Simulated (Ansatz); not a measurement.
**Geometry relaxation, with input and output: CH10GeSi (part 2 of 2)**

The same run, continued: CH10GeSi; RKS B3LYP/def2-SVP (Ansatz 0.2.0). It belongs to a series of runs on one base structure; here: end point A relaxed.

Geometry of the input (Å):
```
Ge -0.0654  0.3297  -0.0528
H  -0.2636  0.1982  1.4750
H  1.4392  0.5574  -0.3163
C  -1.1167  1.8110  -0.8178
H  -2.1943  1.6119  -0.7193
H  -0.8826  2.7492  -0.2922
H  -0.8774  1.9386  -1.8844
H  -0.4823  -1.0196  -0.6837
Si 1.5335  -2.4650  1.3813
H  0.5810  -3.5205  0.9304
H  2.4050  -2.0773  0.2381
H  2.3916  -3.0195  2.4690
H  0.7925  -1.2969  1.8807
```

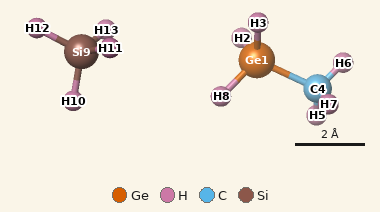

Fig. 1: The geometry at step 14 of the log (ball-and-stick view, seen at a tilt; atoms are numbered from 1 in the order of the input).

Trajectory as extended XYZ, continued:
```
13
Properties=species:S:1:pos:R:3:forces:R:3 step=7 energy=-65587.03551
Ge   -0.2443    0.7228   -0.0623   -0.0416   0.0543  -0.0308
H    -0.5872    0.7606    1.4430   -0.0041   0.0046  -0.0039
H     1.2662    0.9958   -0.2295    0.0076   0.0014  -0.0004
C    -1.2976    2.0678   -1.0473    0.0372   0.0054  -0.0044
H    -2.3748    1.8827   -0.9169    0.0150  -0.0020  -0.0008
H    -1.0687    3.0810   -0.6793   -0.0074  -0.0555  -0.0161
H    -1.0615    2.0231   -2.1227   -0.0113   0.0061   0.0519
H    -0.5482   -0.6931   -0.6003   -0.0002  -0.0058   0.0037
Si    1.8353   -3.0089    1.5642   -0.0130   0.0268   0.0093
H     0.8095   -3.9723    1.0725    0.0030   0.0033   0.0016
H     2.6393   -2.5069    0.4136   -0.0029  -0.0071   0.0076
H     2.7339   -3.6947    2.5367   -0.0035   0.0038  -0.0024
H     1.1585   -1.8607    2.2363    0.0211  -0.0354  -0.0152
13
Properties=species:S:1:pos:R:3:forces:R:3 step=8 energy=-65587.03665
Ge   -0.2603    0.7648   -0.0587   -0.0157   0.0163  -0.0087
H    -0.6162    0.8205    1.4435   -0.0022   0.0076  -0.0086
H     1.2503    1.0460   -0.2163   -0.0005   0.0008  -0.0008
C    -1.3139    2.0872   -1.0701    0.0327  -0.0001  -0.0128
H    -2.3901    1.8987   -0.9411   -0.0018  -0.0004  -0.0008
H    -1.0909    3.1064   -0.7173   -0.0059  -0.0355  -0.0095
H    -1.0728    2.0262   -2.1432   -0.0089   0.0071   0.0402
H    -0.5483   -0.6630   -0.5759   -0.0003   0.0091   0.0014
Si    1.8605   -3.0582    1.5770   -0.0120   0.0196  -0.0009
H     0.8248   -4.0099    1.0831    0.0049   0.0007   0.0028
H     2.6604   -2.5516    0.4257   -0.0009  -0.0057   0.0050
H     2.7608   -3.7573    2.5378   -0.0001  -0.0025   0.0006
H     1.1961   -1.9127    2.2632    0.0107  -0.0171  -0.0077
13
Properties=species:S:1:pos:R:3:forces:R:3 step=9 energy=-65587.03746
Ge   -0.2799    0.8195   -0.0508   -0.0019  -0.0068  -0.0023
H    -0.6520    0.9074    1.4465    0.0000  -0.0032  -0.0165
H     1.2303    1.1101   -0.1985   -0.0060   0.0016  -0.0013
C    -1.3346    2.1093   -1.0992    0.0195   0.0041  -0.0066
H    -2.4100    1.9127   -0.9780   -0.0076  -0.0017   0.0015
H    -1.1252    3.1360   -0.7626   -0.0055  -0.0079  -0.0050
H    -1.0822    2.0318   -2.1678   -0.0008   0.0025   0.0170
H    -0.5503   -0.6210   -0.5435    0.0013   0.0139   0.0139
Si    1.8922   -3.1205    1.5919    0.0015  -0.0109  -0.0013
H     0.8448   -4.0594    1.0982   -0.0006   0.0056   0.0001
H     2.6893   -2.6134    0.4392   -0.0017   0.0017   0.0005
H     2.7928   -3.8391    2.5382   -0.0001   0.0029   0.0029
H     1.2453   -1.9762    2.2943    0.0020  -0.0018  -0.0030
13
Properties=species:S:1:pos:R:3:forces:R:3 step=10 energy=-65587.03793
Ge   -0.3004    0.8801   -0.0422   -0.0080  -0.0174   0.0174
H    -0.6918    0.9992    1.4481    0.0053   0.0059  -0.0128
H     1.2081    1.1833   -0.1805   -0.0041  -0.0005  -0.0015
C    -1.3566    2.1339   -1.1314   -0.0011  -0.0029  -0.0028
H    -2.4313    1.9248   -1.0217    0.0015  -0.0009   0.0013
H    -1.1668    3.1697   -0.8119   -0.0007  -0.0055  -0.0028
H    -1.0883    2.0396   -2.1944    0.0031   0.0014   0.0052
H    -0.5518   -0.5770   -0.4947    0.0036   0.0211  -0.0033
Si    1.9275   -3.1910    1.6068    0.0010  -0.0114   0.0026
H     0.8633   -4.1111    1.1133    0.0058   0.0024   0.0027
H     2.7203   -2.6822    0.4522    0.0036  -0.0015  -0.0032
H     2.8273   -3.9273    2.5409   -0.0068   0.0034  -0.0072
H     1.3007   -2.0449    2.3234   -0.0031   0.0058   0.0042
13
Properties=species:S:1:pos:R:3:forces:R:3 step=11 energy=-65587.03825
Ge   -0.3276    0.9573   -0.0255   -0.0130  -0.0065  -0.0127
H    -0.7381    1.1212    1.4561    0.0031  -0.0056  -0.0283
H     1.1782    1.2763   -0.1563   -0.0010   0.0019   0.0031
C    -1.3845    2.1619   -1.1709   -0.0048   0.0073   0.0118
H    -2.4577    1.9357   -1.0776    0.0152   0.0009   0.0012
H    -1.2210    3.2102   -0.8757   -0.0011  -0.0308  -0.0129
H    -1.0926    2.0438   -2.2258    0.0024   0.0028   0.0233
H    -0.5516   -0.5161   -0.4409   -0.0010   0.0313   0.0149
Si    1.9708   -3.2785    1.6243   -0.0035  -0.0087   0.0083
H     0.8865   -4.1761    1.1321    0.0114   0.0047   0.0063
H     2.7607   -2.7718    0.4667    0.0030  -0.0009  -0.0021
H     2.8677   -4.0379    2.5432   -0.0114   0.0048  -0.0118
H     1.3695   -2.1289    2.3582    0.0009  -0.0012  -0.0012
13
Properties=species:S:1:pos:R:3:forces:R:3 step=12 energy=-65587.03836
Ge   -0.3379    0.9988   -0.0195   -0.0451  -0.0071   0.0030
H    -0.7642    1.1830    1.4556    0.0104  -0.0030  -0.0268
H     1.1671    1.3268   -0.1407   -0.0111  -0.0005  -0.0048
C    -1.3994    2.1758   -1.1907    0.0253   0.0124   0.0005
H    -2.4709    1.9393   -1.1037    0.0159  -0.0042   0.0061
H    -1.2498    3.2304   -0.9095   -0.0016  -0.0426  -0.0172
H    -1.0963    2.0446   -2.2412   -0.0057   0.0106   0.0320
H    -0.5531   -0.4830   -0.4094    0.0115   0.0356   0.0076
Si    1.9924   -3.3223    1.6327   -0.0023  -0.0161   0.0123
H     0.8995   -4.2106    1.1424    0.0066   0.0115   0.0031
H     2.7830   -2.8197    0.4737   -0.0019   0.0032   0.0002
H     2.8857   -4.0955    2.5434   -0.0079   0.0099  -0.0065
H     1.4042   -2.1704    2.3750    0.0059  -0.0098  -0.0095
13
Properties=species:S:1:pos:R:3:forces:R:3 step=13 energy=-65587.03859
Ge   -0.3482    1.0258   -0.0137   -0.0235  -0.0076   0.0008
H    -0.7818    1.2231    1.4575    0.0089  -0.0024  -0.0279
H     1.1552    1.3622   -0.1333   -0.0092  -0.0013   0.0013
C    -1.4081    2.1844   -1.2035    0.0192   0.0021   0.0010
H    -2.4783    1.9421   -1.1199    0.0056   0.0001   0.0021
H    -1.2660    3.2425   -0.9330   -0.0009  -0.0345  -0.0125
H    -1.0979    2.0436   -2.2506   -0.0054   0.0090   0.0289
H    -0.5497   -0.4618   -0.3884    0.0048   0.0359   0.0065
Si    2.0067   -3.3523    1.6380   -0.0051  -0.0048   0.0096
H     0.9067   -4.2318    1.1481    0.0071   0.0075   0.0029
H     2.7969   -2.8505    0.4782   -0.0003  -0.0004  -0.0002
H     2.8976   -4.1322    2.5449   -0.0067   0.0069  -0.0059
H     1.4273   -2.1981    2.3835    0.0054  -0.0105  -0.0067
13
Properties=species:S:1:pos:R:3:forces:R:3 step=14 energy=-65587.03895
Ge   -0.3682    1.0883   -0.0017   -0.0049  -0.0092  -0.0084
H    -0.8199    1.3151    1.4591    0.0014  -0.0063  -0.0199
H     1.1317    1.4427   -0.1118   -0.0063   0.0001   0.0001
C    -1.4288    2.2019   -1.2316    0.0184   0.0004   0.0055
H    -2.4962    1.9471   -1.1541   -0.0037   0.0016   0.0012
H    -1.3030    3.2673   -0.9856   -0.0047  -0.0116  -0.0078
H    -1.1043    2.0403   -2.2710   -0.0021   0.0036   0.0165
H    -0.5438   -0.4090   -0.3469    0.0015   0.0227   0.0128
Si    2.0386   -3.4197    1.6499   -0.0085   0.0109   0.0026
H     0.9231   -4.2795    1.1608    0.0081  -0.0011   0.0041
H     2.8294   -2.9227    0.4885    0.0025  -0.0037  -0.0005
H     2.9230   -4.2138    2.5500   -0.0038  -0.0026  -0.0049
H     1.4789   -2.2608    2.4023    0.0022  -0.0048  -0.0014
13
Properties=species:S:1:pos:R:3:forces:R:3 step=15 energy=-65587.03926
Ge   -0.4078    1.2121    0.0189   -0.0125  -0.0014  -0.0251
H    -0.9003    1.4932    1.4576    0.0042  -0.0067  -0.0294
H     1.0837    1.6060   -0.0750   -0.0105  -0.0007   0.0031
C    -1.4696    2.2393   -1.2872    0.0321  -0.0037   0.0081
H    -2.5316    1.9591   -1.2213    0.0014   0.0048   0.0032
H    -1.3778    3.3195   -1.0901   -0.0023  -0.0524  -0.0087
H    -1.1173    2.0372   -2.3111   -0.0060   0.0102   0.0413
H    -0.5288   -0.3064   -0.2561   -0.0071   0.0514   0.0069
Si    2.1017   -3.5521    1.6743   -0.0103  -0.0003  -0.0022
H     0.9586   -4.3778    1.1888    0.0107   0.0070   0.0057
H     2.8962   -3.0691    0.5093   -0.0011   0.0000   0.0009
H     2.9717   -4.3795    2.5582   -0.0022  -0.0003   0.0002
H     1.5818   -2.3843    2.4417    0.0037  -0.0080  -0.0041
13
Properties=species:S:1:pos:R:3:forces:R:3 step=16 energy=-65587.03939
Ge   -0.4023    1.2065    0.0175   -0.0390  -0.0041  -0.0265
H    -0.8965    1.4820    1.4561    0.0109  -0.0016  -0.0175
H     1.0892    1.5989   -0.0771   -0.0092  -0.0042   0.0039
C    -1.4669    2.2357   -1.2832    0.0313   0.0100   0.0075
H    -2.5290    1.9557   -1.2160    0.0074   0.0013   0.0040
H    -1.3748    3.3150   -1.0831   -0.0042  -0.0405  -0.0129
H    -1.1161    2.0364   -2.3079   -0.0074   0.0103   0.0327
H    -0.5331   -0.3090   -0.2640    0.0095   0.0302   0.0082
Si    2.0980   -3.5447    1.6727   -0.0115   0.0037   0.0032
H     0.9560   -4.3718    1.1874    0.0101   0.0043   0.0034
H     2.8917   -3.0599    0.5080    0.0010  -0.0035   0.0006
H     2.9683   -4.3703    2.5583   -0.0022   0.0011  -0.0041
H     1.5758   -2.3773    2.4391    0.0034  -0.0072  -0.0025
13
Properties=species:S:1:pos:R:3:forces:R:3 step=17 energy=-65587.03950
Ge   -0.4048    1.2131    0.0180   -0.0291   0.0005  -0.0209
H    -0.8997    1.4917    1.4554    0.0054  -0.0023  -0.0130
H     1.0861    1.6077   -0.0745   -0.0058  -0.0019   0.0003
C    -1.4693    2.2376   -1.2860    0.0260   0.0071   0.0076
H    -2.5310    1.9560   -1.2192    0.0071   0.0013   0.0029
H    -1.3791    3.3173   -1.0885   -0.0032  -0.0343  -0.0108
H    -1.1169    2.0363   -2.3096   -0.0066   0.0091   0.0269
H    -0.5311   -0.3029   -0.2598    0.0054   0.0223   0.0064
Si    2.1012   -3.5518    1.6741   -0.0095   0.0031   0.0030
H     0.9578   -4.3769    1.1889    0.0087   0.0036   0.0032
H     2.8952   -3.0679    0.5092    0.0010  -0.0029   0.0003
H     2.9706   -4.3791    2.5589   -0.0022   0.0008  -0.0037
H     1.5813   -2.3840    2.4411    0.0028  -0.0062  -0.0022
13
Properties=species:S:1:pos:R:3:forces:R:3 step=18 energy=-65587.03985
Ge   -0.4253    1.2777    0.0255   -0.0105   0.0142  -0.0148
H    -0.9381    1.5816    1.4506   -0.0061  -0.0043  -0.0034
H     1.0601    1.6935   -0.0567    0.0014   0.0034  -0.0069
C    -1.4901    2.2555   -1.3127    0.0103   0.0065   0.0113
H    -2.5483    1.9594   -1.2505    0.0124   0.0014   0.0009
H    -1.4191    3.3408   -1.1397    0.0010  -0.0318  -0.0080
H    -1.1237    2.0360   -2.3273   -0.0050   0.0083   0.0172
H    -0.5207   -0.2450   -0.2192   -0.0044   0.0040   0.0029
Si    2.1328   -3.6201    1.6873   -0.0037  -0.0013   0.0045
H     0.9756   -4.4265    1.2038    0.0067   0.0037   0.0032
H     2.9290   -3.1437    0.5207    0.0002  -0.0008   0.0000
H     2.9943   -4.4640    2.5644   -0.0044   0.0026  -0.0042
H     1.6339   -2.4480    2.4617    0.0023  -0.0059  -0.0027
13
Properties=species:S:1:pos:R:3:forces:R:3 step=19 energy=-65587.04006
Ge   -0.4543    1.3716    0.0352   -0.0070   0.0235  -0.0198
H    -0.9954    1.7093    1.4422   -0.0114  -0.0081  -0.0050
H     1.0224    1.8195   -0.0352    0.0003   0.0054  -0.0122
C    -1.5199    2.2819   -1.3506   -0.0012   0.0170   0.0194
H    -2.5727    1.9640   -1.2947    0.0275   0.0026   0.0020
H    -1.4770    3.3744   -1.2121    0.0075  -0.0593  -0.0104
H    -1.1332    2.0375   -2.3521   -0.0055   0.0136   0.0226
H    -0.5076   -0.1601   -0.1620   -0.0109   0.0067   0.0028
Si    2.1791   -3.7196    1.7072   -0.0011  -0.0072   0.0105
H     1.0017   -4.4984    1.2264    0.0103   0.0074   0.0055
H     2.9779   -3.2537    0.5381   -0.0013   0.0009   0.0002
H     3.0287   -4.5878    2.5731   -0.0110   0.0088  -0.0085
H     1.7107   -2.5416    2.4924    0.0039  -0.0112  -0.0069
13
Properties=species:S:1:pos:R:3:forces:R:3 step=20 energy=-65587.04019
Ge   -0.4542    1.3728    0.0349   -0.0075   0.0185  -0.0180
H    -0.9969    1.7091    1.4415   -0.0072  -0.0039  -0.0023
H     1.0221    1.8218   -0.0375    0.0002   0.0034  -0.0069
C    -1.5199    2.2822   -1.3505   -0.0034   0.0115   0.0171
H    -2.5722    1.9633   -1.2946    0.0219   0.0025   0.0008
H    -1.4777    3.3743   -1.2119    0.0065  -0.0461  -0.0083
H    -1.1328    2.0385   -2.3518   -0.0040   0.0110   0.0164
H    -0.5082   -0.1588   -0.1614   -0.0072   0.0044   0.0005
Si    2.1796   -3.7205    1.7076   -0.0012  -0.0069   0.0094
H     1.0020   -4.4989    1.2270    0.0079   0.0061   0.0040
H     2.9782   -3.2547    0.5384   -0.0010   0.0010   0.0004
H     3.0287   -4.5892    2.5731   -0.0084   0.0075  -0.0071
H     1.7117   -2.5428    2.4932    0.0035  -0.0090  -0.0060
13
Properties=species:S:1:pos:R:3:forces:R:3 step=21 energy=-65587.04051
Ge   -0.4699    1.4281    0.0380   -0.0034   0.0033  -0.0099
H    -1.0316    1.7789    1.4335    0.0001   0.0014   0.0009
H     1.0001    1.8978   -0.0329   -0.0024  -0.0008   0.0013
C    -1.5364    2.2972   -1.3703   -0.0103   0.0016   0.0118
H    -2.5838    1.9632   -1.3179    0.0106   0.0014  -0.0005
H    -1.5116    3.3910   -1.2496    0.0044  -0.0148  -0.0038
H    -1.1371    2.0437   -2.3637    0.0006   0.0046   0.0006
H    -0.5030   -0.1074   -0.1318   -0.0004   0.0046  -0.0010
Si    2.2065   -3.7784    1.7202   -0.0006  -0.0046   0.0065
H     1.0170   -4.5394    1.2419    0.0033   0.0030   0.0013
H     3.0057   -3.3177    0.5494   -0.0003   0.0005   0.0004
H     3.0476   -4.6616    2.5783   -0.0040   0.0047  -0.0042
H     1.7571   -2.5983    2.5126    0.0023  -0.0048  -0.0033
```

Results in brief:

```csv
quantity,value
outcome,converged
total energy,−65587.0409 eV
mean-field energy,−65587.0409 eV
largest force (length of the vector) at the end,0.016 eV/Å
hardware,"4 threads of AMD EPYC (Zen 5), 32 GiB of memory available, shared host"
wall time,13 s (CPU time 44 s)
peak memory,0.28 GiB
```
